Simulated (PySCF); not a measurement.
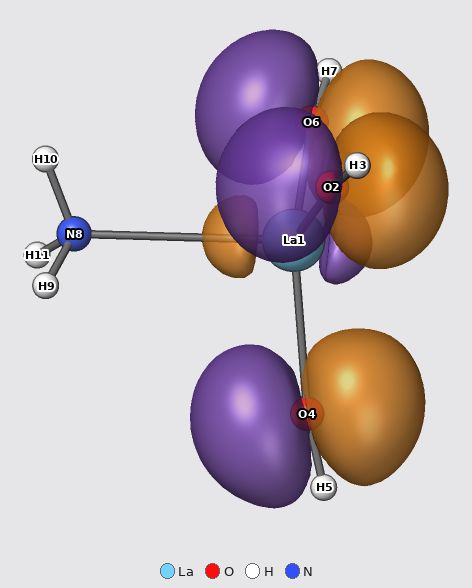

*H₆LaNO₃. The HOMO−1 at ±0.08 Å⁻³ᐟ² (orange and purple are the two phases), seen across its widest extent.*

Core potentials replace the inner electrons of La.

These are results of RKS PBE0, La def2-SVP with ECP46, O def2-SVP, H def2-SVP, N def2-SVP; non-relativistic Hamiltonian with scalar-relativistic core potentials where named; density fitting (PySCF), not measurements.

```xyz
11

La    0.1770   -0.2177    0.2699
O     1.2873    1.3833    1.3031
H     1.8140    1.9983    1.8129
O    -1.4926   -1.1903    1.3350
H    -2.1236   -1.6848    1.8583
O     1.2161   -1.3517   -1.3108
H     1.7363   -1.8857   -1.9107
N    -1.3424    1.3645   -1.3457
H    -1.9507    1.9878   -0.8131
H    -0.7845    1.9606   -1.9584
H    -1.9532    0.8176   -1.9540
```

> Describe this orbital and give its energy.

Its weight (Hirshfeld) is mainly on O4 (about 30 %), O2 (about 30 %) and O6 (about 30 %); largely a combination of lone pairs on O4, O2 and O6. Its energy is −6.83 eV.
